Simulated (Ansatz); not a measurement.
Take GaN in the wurtzite structure (space group P6_3mc, No. 186; a = 3.183 Å, c = 5.185 Å) as the base.

It is then changed as follows: a negative pressure, −2 GPa.

The values are results of PBEsol (Ansatz, a quantum-chemistry and plane-wave program; PAW; 420 eV plane waves; scalar-relativistic without spin-orbit coupling), not measurements.

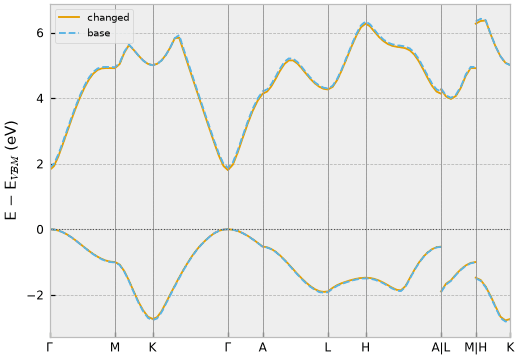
*Highest valence and lowest conduction band along the path, each from its own valence-band maximum*

The gap is 1.80 eV, direct at Γ; the base has 1.88 eV.

Load acts through the strain it causes; cell and atoms are relaxed under it. Whether these cells are dynamically stable was not tested.
